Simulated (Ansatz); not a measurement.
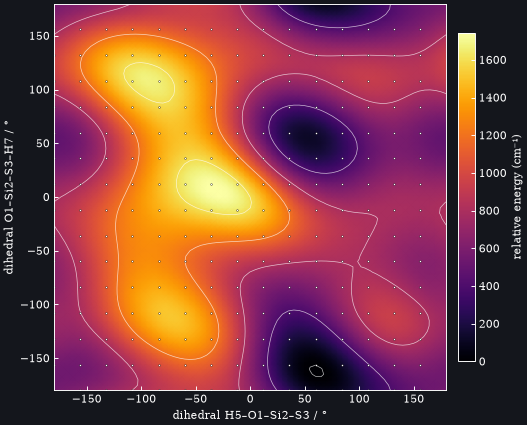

BrH3OSSi, SMILES O[SiH](S)Br. Coordinates scanned: (1) dihedral H5–O1–Si2–S3; (2) dihedral O1–Si2–S3–H7. Nothing is relaxed (all other coordinates rigid). The scan uses a 15 × 15 grid. Points are written as (first, second). Energies: cm⁻¹, counted from the lowest grid point. Level of theory: RHF/def2-TZVP (Ansatz 0.2.0).

In the figure: a smooth colour map with a few white contour lines, dots at the grid points. Between grid points the surface is interpolated.

The lowest grid point is at (60°, −156°). There are further wells near (60°, 60°) (143 cm⁻¹ above the lowest at that grid point); (−180°, 60°) (496 cm⁻¹ above the lowest at that grid point); (−156°, −156°) (556 cm⁻¹ above the lowest at that grid point). The highest grid point, (−36°, 12°), lies 1745 cm⁻¹ above the lowest. On the interpolated surface the easiest way out of the lowest well to the well at about (−170°, −165°) passes a barrier of about 550 cm⁻¹. Round the minimum the valley is somewhat tilted: raising dihedral H5–O1–Si2–S3 shifts the best value of dihedral O1–Si2–S3–H7 downwards (coupling k₁₂/√(k₁₁k₂₂) about 0.4).

The level of theory is changed to RKS B3LYP-D4/def2-SVP (Ansatz); with it change the reference geometry, relaxed at the new level; the new grid has 10 × 10 points, laid about the new relaxed structure.

What will the new map look like?

The minimum (interpolated where it lies between grid points) moves from about (60°, −160°) to about (50°, −150°). The span from the lowest to the highest grid point grows from 1745 to 1813 cm⁻¹. The easiest pass out of the lowest well goes from about 550 to about 750 cm⁻¹ on the interpolated surfaces.

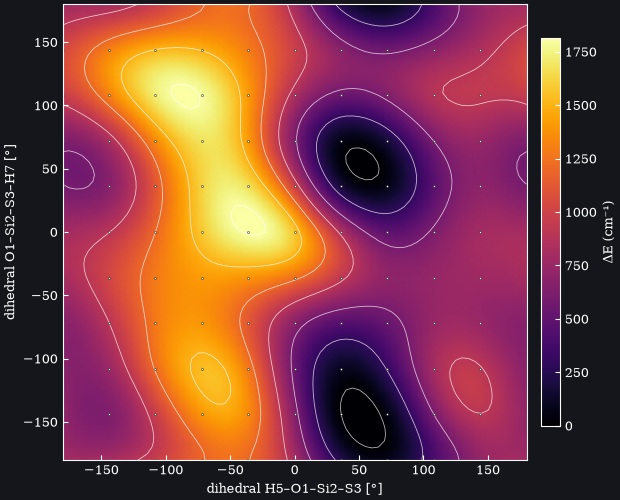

The map after the change, on a colour scale of its own. Drawn: a smooth colour map with a few white contour lines, dots at the grid points. Between grid points the surface is interpolated.
